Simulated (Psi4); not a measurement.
# SiH4O2 (SMILES O[SiH2]O) at PBE0/def2-SVPD

What is the energy change on altering one bond length of SiH4O2 at PBE0/def2-SVPD? 

Program for the calculation: Psi4 1.11.

1 further run of the same task is left out (set aside as unsound or not needed).

## Step 1: The structure to begin with

SiH4O2: 7 atoms, total charge 0, spin state singlet. SMILES: `O[SiH2]O`. The coordinates come from a PBE0-D4/def2-TZVP relaxation. This is one conformer, not always the lowest.

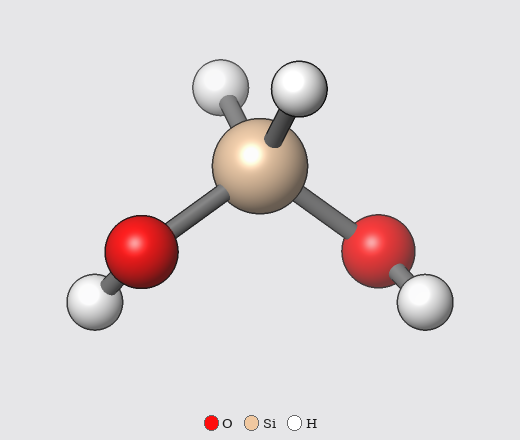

The structure, seen from a chosen angle (oxygen red, silicon light orange, hydrogen white).

## Step 2: Energy and gradient at PBE0/def2-SVPD

Input file job.py:

```python
import psi4

psi4.set_memory('2200 MB')
psi4.set_num_threads(1)
psi4.set_output_file('h4o2si.out', False)

m = psi4.geometry("""
0 1
O     -1.385150    -0.243860    -0.354380
Si     0.051410     0.422210     0.079240
O      1.274030    -0.668570     0.183160
H     -1.456660    -0.615580    -1.234790
H      0.526670     1.393040    -0.933360
H     -0.229300     1.048860     1.391580
H      1.219010    -1.336090     0.868560
units angstrom
symmetry c1
no_reorient
no_com
""")

options = {'basis': 'def2-SVPD', 'puream': True, 'e_convergence': 1e-09, 'd_convergence': 1e-08, 'scf_type': 'pk', 'dft_radial_points': 99, 'dft_spherical_points': 590}
psi4.set_options(options)

energy_value, wavefunction = psi4.gradient('pbe0', molecule=m, return_wfn=True)
psi4.oeprop(wavefunction, 'QUADRUPOLE', 'MULLIKEN_CHARGES', 'LOWDIN_CHARGES')
print('gradient / Eh bohr^-1')
print(energy_value.np.round(6))
print(f'energy = {wavefunction.energy():.10f} Eh')
for k, v in sorted(psi4.core.scalar_variables().items()):
    print(f'{k:45s} {v:18.10f}')
```

The run is started by

```
$ python job.py
```

h4o2si.out:

```text
[...]
  Running in c1 symmetry.
[...]
  Nuclear repulsion =  120.473951977127712
[...]
  Multiplicity = 1
[...]
  Nalpha       = 17
  Nbeta        = 17
[...]
    Number of basis functions: 102
[...]
   @RKS iter   1:  -441.66726967955907   -2.16156e-01   8.48601e-03 ADIIS/DIIS
[...]
   @RKS iter  11:  -441.95057089637208   -2.84217e-13   5.05055e-10 DIIS
[...]
    Orbital Energies [Eh]
    ---------------------
    Doubly Occupied:
       1A    -66.289118     2A    -19.226123     3A    -19.226122
       4A     -5.370020     5A     -3.709399     6A     -3.707878
       7A     -3.706332     8A     -1.039556     9A     -1.019594
      10A     -0.603525    11A     -0.551325    12A     -0.446144
      13A     -0.419643    14A     -0.415711    15A     -0.355326
      16A     -0.347902    17A     -0.328703
[...]
  @RKS Final Energy:  -441.95057089637208
   => Energetics <=
    Nuclear Repulsion Energy =            120.4739519771277116
    One-Electron Energy =                -850.1611901664807647
    Two-Electron Energy =                 317.5305784152771480
    DFT Exchange-Correlation Energy =     -29.7939111222962332
    Empirical Dispersion Energy =           0.0000000000000000
    VV10 Nonlocal Energy =                  0.0000000000000000
    Total Energy =                       -441.9505708963720849
[...]
  -Total Gradient:
     Atom            X                  Y                   Z
    ------   -----------------  -----------------  -----------------
       1        0.013965975897     0.006458293184     0.004212625712
       2       -0.002202030817    -0.018048385415    -0.003381826231
       3       -0.011887123630     0.010574920605    -0.001005837173
       4        0.001560062830     0.001124023348     0.001468815116
       5       -0.000598848165    -0.001306258535     0.001656807766
       6        0.000351754370    -0.000727517413    -0.002040769540
       7       -0.001190990882     0.001915063260    -0.000911666045
[...]
 Multipole Moments:
 ------------------------------------------------------------------------------------
     Multipole            Electronic (a.u.)      Nuclear  (a.u.)        Total (a.u.)
 ------------------------------------------------------------------------------------
 L = 1.  Multiply by 2.5417464519 to convert [e a0] to [Debye]
 Dipole X            :          0.1645835           -0.2069250           -0.0423415
 Dipole Y            :          1.3497905           -1.6974843           -0.3476938
 Dipole Z            :          0.2530417           -0.3182488           -0.0652071
 Magnitude           :                                                    0.3562804
 L = 2.  Multiply by 1.3450342976 to convert [e a0^2] to [Debye ang]
 Quadrupole XX       :       -137.5793771          115.3780659          -22.2013112
 Quadrupole XY       :         14.4928768          -14.4518514            0.0410254
[...]
  Mulliken Charges: (a.u.)
   Center  Symbol    Alpha    Beta     Spin     Total
       1     O     4.32522  4.32522  0.00000 -0.65045
       2    SI     6.56101  6.56101  0.00000  0.87798
       3     O     4.32522  4.32522  0.00000 -0.65043
       4     H     0.40612  0.40612  0.00000  0.18776
       5     H     0.48815  0.48815  0.00000  0.02370
       6     H     0.48815  0.48815  0.00000  0.02370
       7     H     0.40613  0.40613  0.00000  0.18774
   Total alpha = 17.00000, Total beta = 17.00000, Total charge = -0.00000
  Lowdin Charges: (a.u.)
[...]
```

Standard output:

```text
gradient / Eh bohr^-1
[[ 0.013966  0.006458  0.004213]
 [-0.002202 -0.018048 -0.003382]
 [-0.011887  0.010575 -0.001006]
 [ 0.00156   0.001124  0.001469]
 [-0.000599 -0.001306  0.001657]
 [ 0.000352 -0.000728 -0.002041]
 [-0.001191  0.001915 -0.000912]]
energy = -441.9505708964 Eh
CURRENT ENERGY                                   -441.9505708964
CURRENT REFERENCE ENERGY                         -441.9505708964
DD SOLVATION ENERGY                                 0.0000000000
DFT FUNCTIONAL TOTAL ENERGY                      -441.9505708964
DFT TOTAL ENERGY                                 -441.9505708964
DFT VV10 ENERGY                                     0.0000000000
DFT XC ENERGY                                     -29.7939111223
GRID ELECTRONS ALPHA                               17.0000000350
GRID ELECTRONS BETA                                17.0000000350
GRID ELECTRONS TOTAL                               34.0000000699
NUCLEAR REPULSION ENERGY                          120.4739519771
ONE-ELECTRON ENERGY                              -850.1611901665
PCM POLARIZATION ENERGY                             0.0000000000
PE ENERGY                                           0.0000000000
SCF ITERATION ENERGY                             -441.9505708964
SCF ITERATIONS                                     11.0000000000
SCF TOTAL ENERGY                                 -441.9505708964
TWO-ELECTRON ENERGY                               317.5305784153
XC GRID RADIAL POINTS                              99.0000000000
XC GRID SPHERICAL POINTS                          590.0000000000
XC GRID TOTAL POINTS                           392891.0000000000
```

Wall time 24 s (1 thread of AMD EPYC 7B13 (Zen 3), shared host); peak memory 0.97 GiB.

## Step 3: The distorted shape, same level

Input file job.inp:

```
memory 2200 mb

molecule system {
  0 1
  O     -5.87524167    -1.97127537    -1.65300202
  Si     0.09715082     0.79786127     0.14974190
  O      2.40756777    -1.26341420     0.34612224
  H     -6.01037598    -2.67372436    -3.31673580
  H      0.99526206     2.63246408    -1.76379478
  H     -0.43331420     1.98205814     2.62970508
  H      2.30359504    -2.52484418     1.64134052
  units au
  symmetry c1
  no_reorient
  no_com
}

set {
  puream true
  e_convergence 1e-09
  d_convergence 1e-08
  scf_type pk
  dft_radial_points 99
  dft_spherical_points 590
}

result, w = gradient('pbe0/def2-SVPD', return_wfn=True)
```

The run is started by

```
$ psi4 -n 1 job.inp job.out
```

job.out:

```text
[...]
  Running in c1 symmetry.
[...]
  Nuclear repulsion =   91.885847331423506
[...]
  Multiplicity = 1
[...]
  Nalpha       = 17
  Nbeta        = 17
[...]
    Number of basis functions: 102
[...]
   @RKS iter   1:  -441.21958489720146   -2.90988e-01   1.01653e-02 DIIS/ADIIS
[...]
   @RKS iter  18:  -441.73350406767565   -5.47971e-11   4.39621e-09 DIIS
[...]
    Orbital Energies [Eh]
    ---------------------
    Doubly Occupied:
       1A    -66.363776     2A    -19.293741     3A    -19.156401
       4A     -5.445424     5A     -3.785411     6A     -3.782720
       7A     -3.780087     8A     -1.091057     9A     -0.887733
      10A     -0.647747    11A     -0.534961    12A     -0.462682
      13A     -0.438642    14A     -0.400656    15A     -0.377681
      16A     -0.241282    17A     -0.238641
[...]
  @RKS Final Energy:  -441.73350406767565
   => Energetics <=
    Nuclear Repulsion Energy =             91.8858473314235056
    One-Electron Energy =                -792.3362991718587409
    Two-Electron Energy =                 288.3326758649877775
    DFT Exchange-Correlation Energy =     -29.6157280922282062
    Empirical Dispersion Energy =           0.0000000000000000
    VV10 Nonlocal Energy =                  0.0000000000000000
    Total Energy =                       -441.7335040676756535
[...]
 Multipole Moments:
 ------------------------------------------------------------------------------------
     Multipole            Electronic (a.u.)      Nuclear  (a.u.)        Total (a.u.)
 ------------------------------------------------------------------------------------
 L = 1.  Multiply by 2.5417464519 to convert [e a0] to [Debye]
 Dipole X            :         31.6882257          -29.5261128            2.1621129
 Dipole Y            :         15.9081439          -15.2915051            0.6166388
 Dipole Z            :          9.9045495           -9.1681366            0.7364129
 Magnitude           :                                                    2.3658571
[...]
  -Total Gradient:
     Atom            X                  Y                   Z
    ------   -----------------  -----------------  -----------------
       1       -0.016824949029    -0.012702198283    -0.018313891009
       2        0.004780327049    -0.004021607769     0.007795637772
       3        0.003413878310     0.005664314524     0.002005371375
       4       -0.005752642069     0.001542193008     0.009055586806
       5        0.006946743211     0.000994953294     0.005577571221
       6        0.009528779342     0.003185793884    -0.002902793916
       7       -0.002094656345     0.005344909496    -0.003220153072
[...]
```

It took 31 s on 1 thread of AMD EPYC 7B13 (Zen 3), shared host; peak memory 0.91 GiB.

## Step 4: Summary of results

Level: PBE0/def2-SVPD.

| quantity | value |
| --- | --- |
| first shape: total energy | -441.95057 Eh |
| first shape: dipole moment | 0.91 D |
| first shape: HOMO energy | -8.94 eV |
| first shape: LUMO energy | 0.06 eV |
| first shape: HOMO–LUMO gap | 9.00 eV |
| first shape: largest force on an atom | 0.951 eV/Å |
| distorted shape: total energy | -441.73350 Eh |
| distorted shape: dipole moment | 6.01 D |
| distorted shape: HOMO energy | -6.49 eV |
| distorted shape: LUMO energy | -4.38 eV |
| distorted shape: HOMO–LUMO gap | 2.11 eV |
| distorted shape: largest force on an atom | 1.436 eV/Å |
| energy change with the O1–Si2 bond stretched from 1.642 to 3.612 Å | 5.907 eV |

In words: One bond (distorted shape) is far stretched, which a spin-restricted single reference describes badly; a broken-symmetry solution may lie lower. With the O1–Si2 bond stretched from 1.642 to 3.612 Å the energy rises by 5.91 eV (570 kJ/mol). The first shape isn't relaxed at this level, so the change isn't measured from a minimum. A restricted reference can't describe the breaking bond well at this length. The largest force (first shape) is 0.95 eV/Å: the shape isn't a stationary point for this species at this level.
